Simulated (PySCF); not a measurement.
Vertical excitations of a molecule C2H8FNSi2 from TDDFT-ωB97X/def2-SVPD run with PySCF, as energy in eV (oscillator strength): 5.87 (0.019), 6.52 (0.063), 6.90 (0.095), 7.20 (0.054), 7.30 (0.136), 7.45 (0.047), 7.73 (0.062), 7.86 (0.035), 8.04 (0.027), 8.21 (0.004). Lowest triplet (TDA): 5.23 eV. Coordinates come from a r2SCAN-D4/def2-SVP optimisation. Other conformers were not sampled.

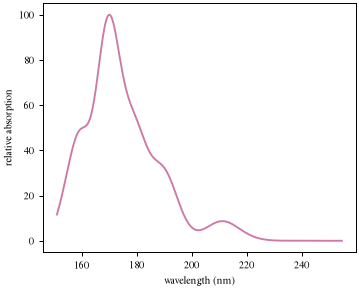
Fig. 1. The lines broadened by 0.4 eV.

Problem. Which molecule gave these data?
A) N[C@H]1[SiH2][C@H](F)[SiH2]1
B) N[Si@H]1[SiH2]C[C@@H]1F
C) F[SiH2]N1C[SiH2]C1
D) F[C@H]([SiH3])/C=N\[SiH3]

Solution. B, N[Si@H]1[SiH2]C[C@@H]1F
